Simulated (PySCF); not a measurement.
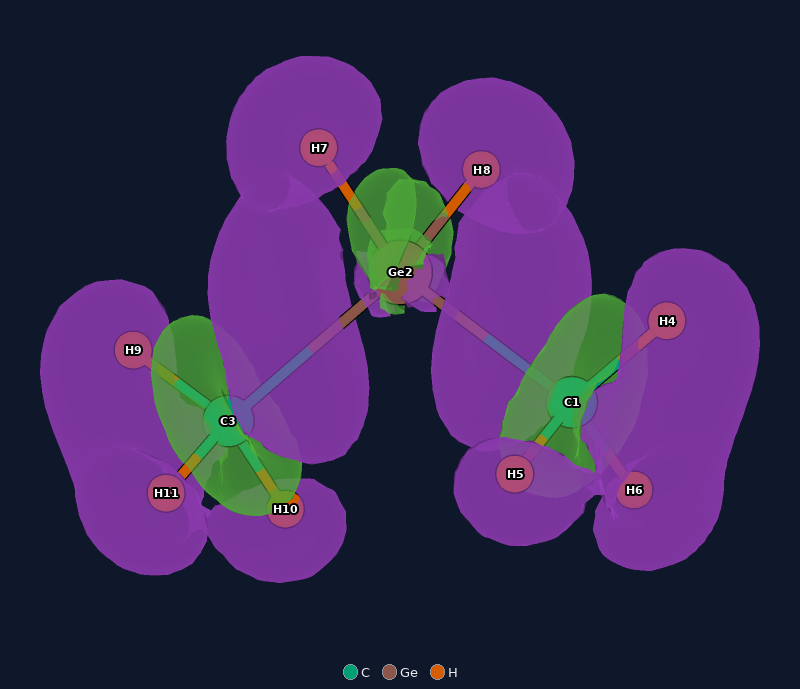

Figure 1: C$_{2}$H$_{8}$Ge, SMILES `C[GeH2]C`. Fukui function f⁻ = ρ(N) − ρ(N−1) at fixed geometry, surfaces at ±0.02 e/Å³ (purple positive, green negative).

Method: PBE/def2-TZVP; geometry: GFN2-xTB; program: PySCF. No frequency check shows the geometry to be a minimum. GFN2-xTB bond lengths at metals and heavier atoms can be off by up to 0.1 Å and shapes distorted, which carries into these values.

Input script:

```python
import numpy as np
from pyscf import gto, scf, dft
from pyscf.scf import atom_ks, atom_hf
from scipy.linalg import block_diag

def solve(mol, dm0=None, hcore=None):
    mf = (dft.UKS if mol.spin else dft.RKS)(mol, xc='pbe')
    mf.grids.level = 3
    mf = mf.density_fit(auxbasis='def2-universal-jkfit')
    mf.conv_tol, mf.max_cycle = 1e-8, 80
    if hcore is not None:
        mf.get_hcore = lambda *args: hcore
    mf.kernel(dm0)
    if not mf.converged:
        mf = mf.newton().run(mf.mo_coeff, mf.mo_occ, max_cycle=30)
    assert mf.converged, 'SCF not converged'
    return mf

mol = gto.M(atom='''
C     -1.62336    -0.73664     0.00018
Ge     0.00000     0.37582     0.00000
C      1.62335    -0.73664    -0.00018
H     -2.52271    -0.12753    -0.00085
H     -1.64791    -1.37512    -0.87936
H     -1.64772    -1.37510     0.87973
H     -0.00004     1.28453    -1.20034
H      0.00004     1.28453     1.20035
H      2.52271    -0.12754     0.00085
H      1.64789    -1.37513     0.87937
H      1.64768    -1.37515    -0.87973
''', basis='def2-tzvp', charge=0, spin=0, verbose=4)
mf = solve(mol)
out = dict(e0=mf.e_tot, dm0=mf.make_rdm1(), c=mf.mo_coeff, occ=mf.mo_occ, eps=mf.mo_energy)
for name, dq, spin in [('cation', 1, 1)]:
    ion = mol.copy().set(charge=mol.charge + dq, spin=spin).build()
    mi = solve(ion)
    if spin and dq > 0 and mol.nao < 130:
        c, _, stable, _ = mi.stability(return_status=True)
        if not stable:
            mi = solve(ion, mi.make_rdm1(c, mi.mo_occ))
    print(name, 'vertical energy change / eV', (mi.e_tot - mf.e_tot) * 27.211386)
    out.update({'e_' + name: mi.e_tot, 'dm_' + name: mi.make_rdm1(), 's2_' + name: mi.spin_square()[0], 'eps_' + name: mi.mo_energy, 'occ_' + name: mi.mo_occ})
# spherically averaged free atoms, for the promolecule
atm = atom_ks.get_atm_nrks(mol, xc='pbe')
pro = block_diag(*[(atm[a[0]][2] * atm[a[0]][3]) @ atm[a[0]][2].T for a in mol._atom])
np.savez('result.npz', pro=pro, **out)
```

Run with:

```sh
OMP_NUM_THREADS=1 python input.py
```

The run took 2.5 min on 1 thread of Arm Neoverse V1 (shared host), peak memory 0.73 GiB.

Partitions, critical points and surface values were worked out afterwards from this run's density.

> Which atoms respond most to the removal of an electron?

f⁻ (Hirshfeld-condensed) is largest on Ge2 (0.20) and C1 and C3 (0.12 each); the vertical ionisation energy is 10.40 eV (the stability of the cation's solution wasn't checked). Condensed values hint at sites of electrophilic attack but needn't mark the atom that reacts. Orbital relaxation makes it negative in places (0.15 e in all).
